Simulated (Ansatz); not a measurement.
# CH6BSb (SMILES C[BH][SbH2]) at PBE/def2-SVPD (core potential)

Aim: the electronic atomisation energy of CH6BSb at PBE/def2-SVPD (core potential), from 5 runs. 

The calculation is run with Ansatz 0.2.0.

29 further runs of the same task are left out: 29 set aside as unsound or not needed.

**1. The structure to begin with**

The species is CH6BSb (9 atoms), meant as a singlet with charge 0. SMILES: `C[BH][SbH2]`. The shape is that of a PBE0-D4/def2-TZVP optimisation. This is one conformer, not always the lowest.

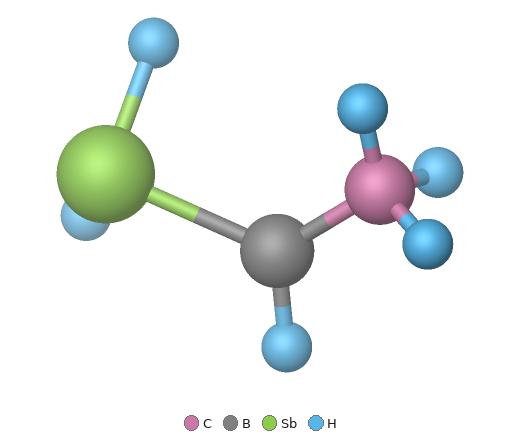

Viewed from a chosen angle; carbon pink, boron grey, antimony green, hydrogen blue.

**2. A single-point energy at PBE/def2-SVPD (core potential)**

in.yaml

```yaml
crystal:
  periodic: [false, false, false]
  atoms:
    - symbol: C
      position_ang: [-0.696500, 0.976700, -0.600500]
    - symbol: B
      position_ang: [0.386200, -0.132200, -0.547000]
    - symbol: Sb
      position_ang: [1.415200, -0.767000, 1.323700]
    - symbol: H
      position_ang: [-1.637800, 0.449300, -0.824500]
    - symbol: H
      position_ang: [-0.551700, 1.662600, -1.441500]
    - symbol: H
      position_ang: [-0.856700, 1.545300, 0.316400]
    - symbol: H
      position_ang: [0.752700, -0.653500, -1.562200]
    - symbol: H
      position_ang: [1.258000, -2.435000, 1.019200]
    - symbol: H
      position_ang: [0.019000, -0.692400, 2.299200]
basis:
  gaussian:
    orbitals: def2-SVPD
hamiltonian:
  xc: {name: PBE}
accuracy: high
output: {orbitals: {seedname: orbitals}}
```

The run is started by

```sh
$ ansatz run in.yaml --threads 1 --pin off --max-ram 3480MiB --events-out events.jsonl --progress --plain --runs-dir runs
```

Output:

```text
Warning: RAYON_NUM_THREADS=1 ignored (pool sized by the plan → 1); use --threads N
Functional definition: PBE
  name "PBE"
  parameter kappa = 0.804
  parameter beta = 0.06672455060314922
  exchange = pbe_x(kappa = kappa, mu = beta*pi^2/3)
  correlation = pbe_c(beta = beta)
2646 factors; integrals over basis functions are off by at most 3.3e-9 eV
mean field evaluation 1: about -8335.2835 eV, gradient 5.5e1 eV
mean field evaluation 2: about -8315.0042 eV, gradient 9.3e1 eV
mean field evaluation 4: about -8343.0872 eV, gradient 9.9e0 eV
mean field evaluation 8: about -8343.4645 eV, gradient 9.5e-2 eV
mean field evaluation 16: about -8343.4645 eV, gradient 2.4e-5 eV
mean field -8343.46451579 eV, -306.6166655521 hartree, gradient 4.8e-8 eV, S^2 0.000000; 0 other end points of the search recorded, 0 dependent functions left out
reference -8343.46452039 eV, -306.6166657208 hartree; 20, 20 occupied and 100, 100 virtual orbitals, 2646 factors
Total energy: -8343.46452039 eV, -306.6166657208 hartree
```

It took 12 s on 1 thread of Arm Neoverse V2, shared host; peak memory 0.39 GiB.

**3. The B atom at the same level**

input.yaml

```yaml
crystal:
  periodic: [false, false, false]
  atoms:
    - symbol: B
      position_ang: [0.000000, 0.000000, 0.000000]
basis:
  gaussian: {orbitals: def2-SVPD}
magnetization: {spin_polarized: true, initial_magnetization: 1}
hamiltonian: {xc: {name: PBE}}
accuracy: high
```

The run is started by

```sh
$ ansatz run input.yaml --threads 1 --pin off --max-ram 3480MiB --events-out events.jsonl --progress --plain --runs-dir runs
```

Output, shortened:

```text
Warning: RAYON_NUM_THREADS=1 ignored (pool sized by the plan → 1); use --threads N
[... 6 set-up lines as earlier in the session ...]
161 factors; integrals over basis functions are off by at most 2.8e-9 eV
mean field evaluation 1: about -668.8485 eV, gradient 2.7e0 eV
mean field evaluation 2: about -668.9135 eV, gradient 8.7e-1 eV
mean field evaluation 4: about -668.9145 eV, gradient 2.8e-1 eV
mean field evaluation 8: about -668.9155 eV, gradient 5.8e-4 eV
mean field evaluation 16: about -668.8143 eV, gradient 3.6e0 eV
mean field evaluation 32: about -668.9155 eV, gradient 2.8e-3 eV
mean field -668.91549399 eV, -24.5821909970 hartree, gradient 8.2e-9 eV, S^2 0.752995; 1 other end points of the search recorded, 0 dependent functions left out
reference -668.91549630 eV, -24.5821910818 hartree; 3, 2 occupied and 17, 18 virtual orbitals, 161 factors
Total energy: -668.91549630 eV, -24.5821910818 hartree
```

Run time: 0.58 s. Hardware: 1 thread of Arm Neoverse V2, shared host.

**4. The C atom**

in.yaml

```yaml
crystal:
  periodic: [false, false, false]
  atoms:
    - symbol: C
      position_ang: [0.000000, 0.000000, 0.000000]
basis:
  gaussian: {orbitals: def2-SVPD}
magnetization: {spin_polarized: true, initial_magnetization: 2}
hamiltonian: {xc: pbe}
accuracy: high
```

Run the same way, it converges to -37.75219 Eh (log not shown).

**5. The H atom**

job.yaml

```yaml
crystal:
  periodic: [false, false, false]
  atoms:
    - {symbol: H, position_ang: [0.000000, 0.000000, 0.000000]}
basis:
  gaussian: {orbitals: def2-SVPD}
magnetization: {spin_polarized: true, initial_magnetization: 1}
hamiltonian: {xc: {name: PBE}}
accuracy: high
```

Run the same way, it converges to -0.49863 Eh (log not shown).

**6. The Sb atom**

job.yaml

```yaml
basis:
  gaussian: {orbitals: def2-SVPD}
crystal:
  periodic: [false, false, false]
  atoms:
    - symbol: Sb
      position_ang: [0.000000, 0.000000, 0.000000]
hamiltonian: {xc: {name: PBE}}
accuracy: high
magnetization: {spin_polarized: true, initial_magnetization: 3}
```

The run is started by

```sh
$ ansatz run job.yaml --threads 1 --pin off --max-ram 3480MiB --events-out events.jsonl --progress --plain --runs-dir runs
```

Output, shortened:

```text
Warning: RAYON_NUM_THREADS=1 ignored (pool sized by the plan → 1); use --threads N
[... 6 set-up lines as earlier in the session ...]
291 factors; integrals over basis functions are off by at most 2.1e-9 eV
mean field evaluation 1: about -6536.1935 eV, gradient 2.0e0 eV
mean field evaluation 2: about -6536.2239 eV, gradient 1.6e0 eV
mean field evaluation 4: about -6536.2358 eV, gradient 1.3e-1 eV
mean field evaluation 8: about -6536.2355 eV, gradient 1.6e-4 eV
mean field -6536.23551766 eV, -240.2022248544 hartree, gradient 1.4e-8 eV, S^2 3.750790; 0 other end points of the search recorded, 0 dependent functions left out
reference -6536.23551952 eV, -240.2022249229 hartree; 13, 10 occupied and 19, 22 virtual orbitals, 291 factors
Total energy: -6536.23551952 eV, -240.2022249229 hartree
```

Wall time 1 s (1 thread of Arm Neoverse V2, shared host); peak memory 0.1 GiB.

**7. Summary of results**

At PBE/def2-SVPD (core potential):

| quantity | value |
| --- | --- |
| molecule: total energy | -306.61667 Eh |
| molecule: HOMO energy | -5.82 eV |
| molecule: LUMO energy | -2.54 eV |
| molecule: HOMO–LUMO gap | 3.28 eV |
| B atom: total energy | -24.58219 Eh |
| B atom: ⟨S²⟩ | 0.753 |
| C atom: total energy | -37.75219 Eh |
| C atom: ⟨S²⟩ | 2.003 |
| H atom: total energy | -0.49863 Eh |
| H atom: ⟨S²⟩ | 0.750 |
| Sb atom: total energy | -240.20222 Eh |
| Sb atom: ⟨S²⟩ | 3.751 |
| electronic atomisation energy | 29.614 eV |

**Reading.** Taking the molecule apart into free atoms costs 29.61 eV (2857 kJ/mol), before zero-point energy and without spin-orbit coupling.
